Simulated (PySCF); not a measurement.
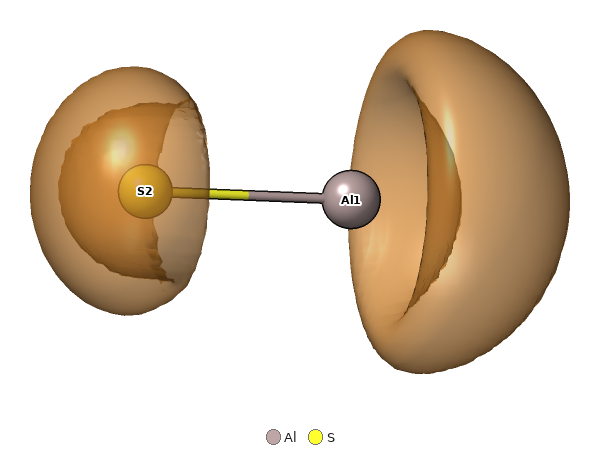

Figure. AlS (doublet). Isosurface of the electron localisation function at 0.85 (orange), seen from one side. Only the valence region is drawn (cores and ρ < 0.01 e/Å³ removed).

Method: PBE0/def2-SVP, non-relativistic Hamiltonian with scalar-relativistic core potentials where named, at a bond length of 2.041 Å in PySCF.

```xyz
2

Al    0.0000    0.0000   -1.1069
S     0.0000    0.0000    0.9341
```

> Where are the electrons localised?

The ELF exceeds this value in one ring or bowl of non-bonding electrons around S and one lobe on Al, pointing away from the bonds (non-bonding electrons). Along the contacts the grid gives the following. Al–S (2.04 Å): the ELF peaks at about 0.80 in the valence shell of S, 0.9 Å from its nucleus, and is about 0.75 at the midpoint.
